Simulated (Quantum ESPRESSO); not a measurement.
# Carrying a functional's shift from two faces of Rh to a third

Method. Quantum ESPRESSO 7.5 (pw.x, pp.x), GBRV ultrasoft files, cold smearing of 0.02 Ry; slabs at the tabulated lattice constant, relaxed under PBE by Ansatz 0.2.0; both functionals on the same atoms. Work functions in eV.

```
 face  area an atom (Å²)    PBE    PBEsol
(111)               6.25  5.169     5.306
(100)               7.22  5.108     5.234
(110)              10.21  4.721  withheld
```

One more run was made and is withheld. What does PBEsol give for (110)?

**Worked estimate.** The shifts from PBE are 5.306 − 5.169 = +0.137 eV and 5.234 − 5.108 = +0.126 eV, +0.132 eV in the mean. A rigid shift gives 4.721 + (+0.132) = 4.853 eV.

What the calculation gave: 4.830 eV; the estimate misses by +0.023 eV. The shift is rigid within 0.03 eV, so differences between faces carry over. The measured value for this face is 4.86 eV (“Anisotropic work function of elemental crystals” (2019, arxiv:1902.07811)): PBE is off by −0.14 eV and PBEsol by −0.03 eV; other measurements of a face can differ by 0.1 to 0.2 eV.

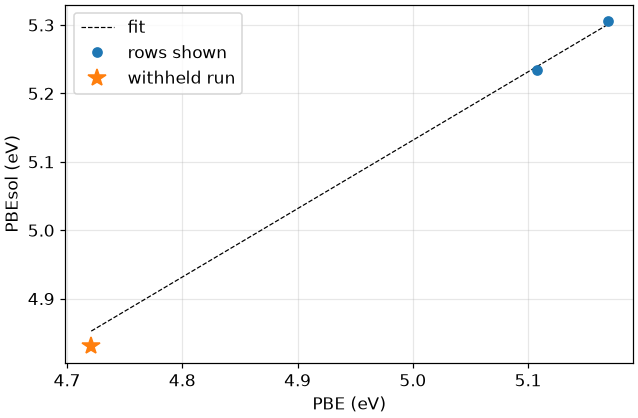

The rows shown, the fit and the withheld run.

**Limits.** Thin, unreconstructed slabs; thickness and mesh leave some 0.05 to 0.1 eV open, which largely cancels in the shift.

[Logs are printed without paths, hosts, clocks, repeated set-up lines and the standing remarks that a program may print on its own settings, such as how far it seeks lower states.]
